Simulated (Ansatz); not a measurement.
**singlet [SiClOF2]+ at 6 levels**

Wanted: a comparison of 6 runs (B2PLYP/def2-SVP, B3LYP/6-31G*, HSE06/def2-SVP, RPA@PBE0/def2-SVP, BCCD(T)/def2-SVP, CCSD(T)/def2-SVP) of singlet [SiClOF2]+. 

The results are computed with Ansatz 0.2.0.

73 further runs of the same task are left out: 1 that didn't finish, 72 set aside as unsound or not needed.

### 1 The system as given

[SiClOF2]+ has 5 atoms, charge +1, and is taken as a singlet. As SMILES of the parent species, `[O][Si](F)(F)Cl`. Geometry: relaxed at PBE0-D4/def2-TZVP. That shape belongs to the parent species and isn't relaxed for this state.

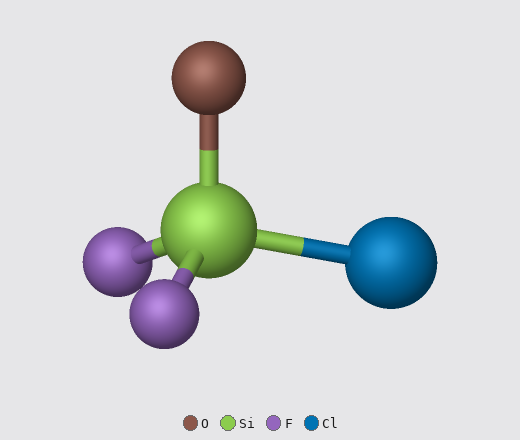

The structure, seen from a chosen angle (oxygen brown, silicon green, fluorine purple, chlorine blue).

### 2 The energy at B2PLYP/def2-SVP (run 1)

run.yaml reads:

```yaml
basis:
  gaussian: {orbitals: def2-SVP}
crystal:
  periodic: [false, false, false]
  atoms:
    - {symbol: O, position_ang: [-0.173100, 0.048700, 1.622400]}
    - {symbol: Si, position_ang: [0.071000, -0.092200, 0.005600]}
    - {symbol: F, position_ang: [-0.374600, -1.493300, -0.542700]}
    - {symbol: F, position_ang: [1.581700, 0.074400, -0.383900]}
    - {symbol: Cl, position_ang: [-1.055100, 1.388700, -0.742800]}
output: {orbitals: {seedname: orbitals}}
hamiltonian: {xc: {name: B2PLYP}}
accuracy: high
correlation: {frozen_orbitals: {Cl: 5, F: 1, O: 1, Si: 5}}
total_charge: 1
```

The run is started by

```console
$ ansatz run run.yaml --threads 1 --pin off --max-ram 3480MiB --events-out events.jsonl --progress --plain --runs-dir runs
```

The program printed:

```text
Warning: RAYON_NUM_THREADS=1 ignored (pool sized by the plan → 1); use --threads N
Functional definition: B2PLYP
  name "B2PLYP"
  parameter a = 0.53
  parameter c = 0.27
  exchange = (1 - a)*b88_x + a*exact_x
  correlation = (1 - c)*lyp_c + c*(mp2_os + mp2_ss)
1496 factors; integrals over basis functions are off by at most 3.6e-9 eV
mean field evaluation 1: about -27813.2345 eV, gradient 9.6e1 eV
mean field evaluation 2: about -27813.4919 eV, gradient 9.6e1 eV
mean field evaluation 4: about -27831.9975 eV, gradient 5.4e1 eV
mean field evaluation 8: about -27837.9633 eV, gradient 2.2e0 eV
mean field evaluation 16: about -27838.0330 eV, gradient 5.0e-2 eV
mean field evaluation 32: about -27838.0331 eV, gradient 4.5e-5 eV
mean field evaluation 64: about -27838.0319 eV, gradient 8.2e-2 eV
mean field evaluation 96: about -27836.5743 eV, gradient 4.6e0 eV
mean field -27838.03305283 eV, -1023.0288453951 hartree, gradient 9.1e-8 eV, S^2 0.000000; 4 other end points of the search recorded, 0 dependent functions left out; unrestricted orbitals would lower it
13 core orbitals not correlated: weight in the atoms' cores, before any rotation towards them, 1.000 or more for the frozen orbitals, at most 0.000 for the correlated occupied ones
reference -27838.03307186 eV, -1023.0288460942 hartree; 15, 15 occupied and 50, 50 virtual orbitals, 1496 factors
second order -27.15633130 eV of doubles, -0.00000000 eV of singles
Total energy: -27845.36528131 eV, -1023.2982998216 hartree
```

It took 14 s on 1 thread of Intel Xeon 6975P-C (Granite Rapids), shared host; peak memory 0.31 GiB.

### 3 A single-point energy at B3LYP/6-31G(d) (spherical functions) (run 2)

in.yaml reads:

```yaml
basis:
  gaussian: {orbitals: 6-31G_st_-spherical.json}
crystal:
  periodic: [false, false, false]
  atoms:
    - {symbol: O, position_ang: [-0.173100, 0.048700, 1.622400]}
    - {symbol: Si, position_ang: [0.071000, -0.092200, 0.005600]}
    - {symbol: F, position_ang: [-0.374600, -1.493300, -0.542700]}
    - {symbol: F, position_ang: [1.581700, 0.074400, -0.383900]}
    - {symbol: Cl, position_ang: [-1.055100, 1.388700, -0.742800]}
total_charge: 1
magnetization: {spin_polarized: false}
hamiltonian: {xc: {name: B3LYP}}
accuracy: high
output: {orbitals: {seedname: orbitals}}
```

The basis set 6-31G* is read from a file made from the Basis Set Exchange's data (not shown).

The run is started by

```console
$ ansatz run in.yaml --threads 1 --pin off --max-ram 3480MiB --events-out events.jsonl --progress --plain --runs-dir runs
```

The program printed:

```text
Warning: RAYON_NUM_THREADS=1 ignored (pool sized by the plan → 1); use --threads N
Functional definition: B3LYP
  name "B3LYP"
  parameter a0 = 0.2
  parameter ax = 0.72
  parameter ac = 0.81
  exchange = (1 - a0 - ax)*slater_x + ax*b88_x + a0*exact_x
  correlation = (1 - ac)*vwn_rpa_c + ac*lyp_c
1619 factors; integrals over basis functions are off by at most 3.7e-9 eV
mean field evaluation 1: about -27839.4784 eV, gradient 1.1e2 eV
mean field evaluation 2: about -27561.1166 eV, gradient 2.5e2 eV
mean field evaluation 4: about -27854.3621 eV, gradient 8.1e1 eV
mean field evaluation 8: about -27869.9562 eV, gradient 5.6e0 eV
mean field evaluation 16: about -27870.1814 eV, gradient 1.0e-2 eV
mean field evaluation 32: about -27870.1814 eV, gradient 2.2e-7 eV
mean field -27870.18137180 eV, -1024.2102743262 hartree, gradient 8.8e-8 eV, S^2 0.000000; 4 other end points of the search recorded, 0 dependent functions left out
reference -27870.18140739 eV, -1024.2102756340 hartree; 28, 28 occupied and 50, 50 virtual orbitals, 1619 factors
Total energy: -27870.18140739 eV, -1024.2102756340 hartree
```

Wall time 5.7 s (1 thread of Intel Xeon 6975P-C (Granite Rapids), shared host); peak memory 0.26 GiB.

Run 3 isn't shown in full; the table further down has it.

### 4 A single-point energy at RPA@PBE0/def2-SVP (run 4)

job.yaml reads:

```yaml
basis:
  gaussian:
    orbitals: def2-SVP
crystal:
  periodic: [false, false, false]
  atoms:
    - {symbol: O, position_ang: [-0.173100, 0.048700, 1.622400]}
    - {symbol: Si, position_ang: [0.071000, -0.092200, 0.005600]}
    - {symbol: F, position_ang: [-0.374600, -1.493300, -0.542700]}
    - {symbol: F, position_ang: [1.581700, 0.074400, -0.383900]}
    - {symbol: Cl, position_ang: [-1.055100, 1.388700, -0.742800]}
total_charge: 1
hamiltonian:
  xc: pbe0
correlation:
  method: rpa
  frozen_orbitals: {Cl: 5, F: 1, O: 1, Si: 5}
accuracy: high
```

The run is started by

```console
$ ansatz run job.yaml --threads 1 --pin off --max-ram 3480MiB --events-out events.jsonl --progress --plain --runs-dir runs
```

The program printed, cut to the lines that bear on the results:

```text
Warning: RAYON_NUM_THREADS=1 ignored (pool sized by the plan → 1); use --threads N
Functional definition: PBE0
  name "PBE0"
[...]
1496 factors; integrals over basis functions are off by at most 3.6e-9 eV
[...]
mean field -27843.21589636 eV, -1023.2193113818 hartree, gradient 7.9e-8 eV, S^2 0.000000; 6 other end points of the search recorded, 0 dependent functions left out; unrestricted orbitals would lower it
[...]
unrestricted determinant -27794.35811752 eV, -1021.4238211265 hartree, S^2 1.0104
13 core orbitals not correlated: weight in the atoms' cores, before any rotation towards them, 1.000 or more for the frozen orbitals, at most 0.000 for the correlated occupied ones
reference -27789.97992449 eV, -1021.2629254999 hartree; 15, 15 occupied and 50, 50 virtual orbitals, 1496 factors
Total energy: -27819.93649631 eV, -1022.3638092090 hartree
```

Wall time 12 s (1 thread of Intel Xeon 6975P-C (Granite Rapids), shared host); peak memory 0.32 GiB.

Run 5 isn't shown in full; the table further down has it.

### 5 The energy at CCSD(T)/def2-SVP (run 6)

input.yaml reads:

```yaml
basis:
  gaussian: {orbitals: def2-SVP}
crystal:
  periodic: [false, false, false]
  atoms:
    - {symbol: O, position_ang: [-0.173100, 0.048700, 1.622400]}
    - {symbol: Si, position_ang: [0.071000, -0.092200, 0.005600]}
    - {symbol: F, position_ang: [-0.374600, -1.493300, -0.542700]}
    - {symbol: F, position_ang: [1.581700, 0.074400, -0.383900]}
    - {symbol: Cl, position_ang: [-1.055100, 1.388700, -0.742800]}
correlation: {method: ccsd_t, frozen_orbitals: {Cl: 5, F: 1, O: 1, Si: 5}}
accuracy: high
total_charge: 1
scf: {omitted_lower_state_checks: [cluster_reference, increment]}
```

The run is started by

```console
$ ansatz run input.yaml --threads 1 --pin off --max-ram 3480MiB --events-out events.jsonl --progress --plain --runs-dir runs
```

The program printed:

```text
Warning: RAYON_NUM_THREADS=1 ignored (pool sized by the plan → 1); use --threads N
[... 13 lines left out ...]
13 core orbitals not correlated: weight in the atoms' cores, before any rotation towards them, 1.000 or more for the frozen orbitals, at most 0.000 for the correlated occupied ones
[... 66 lines left out ...]
Total energy: -27815.47554372 eV, -1022.1998722252 hartree
Checks for a lower state left out: cluster_reference, increment
```

It took 17 s on 1 thread of Intel Xeon 6975P-C (Granite Rapids), shared host; peak memory 0.35 GiB.

### 6 All runs side by side

```csv
run,level,frozen core orbitals,energy (Eh),wall time
1,B2PLYP/def2-SVP,13,-1023.298300,14 s
2,B3LYP/6-31G* (spherical functions),–,-1024.210276,5.7 s
3,HSE06/def2-SVP,–,-1023.195971,7.2 s
4,RPA@PBE0/def2-SVP,13,-1022.363809,12 s
5,BCCD(T)/def2-SVP,13,-1022.169845,23 s
6,CCSD(T)/def2-SVP,13,-1022.199872,17 s
```

### 7 Results

```
                                           quantity           value
                                run 6: total energy  -1022.19987 Eh
run 6: correlation energy (13 core orbitals frozen)      -878.4 mEh
                              run 6: (T) correction      -74.17 mEh
                               run 6: T1 diagnostic           0.091
```

**Reading.** Over runs 1, 2, 3 the HOMO–LUMO gap runs from 1.17 eV (HSE06/def2-SVP) to 4.43 eV (B2PLYP/def2-SVP). A double hybrid's value is that of its SCF part. Totals of different functionals can't be ranked against each other. In run 6 the T1 diagnostic is large, so a single reference may not serve. In runs 1, 4, 5, 6 the log says that unrestricted orbitals would lower the reference, so the values rest on an unstable closed-shell determinant (other closed-shell runs at this shape may share the fault). All runs together took 80 s, the longest 23 s.
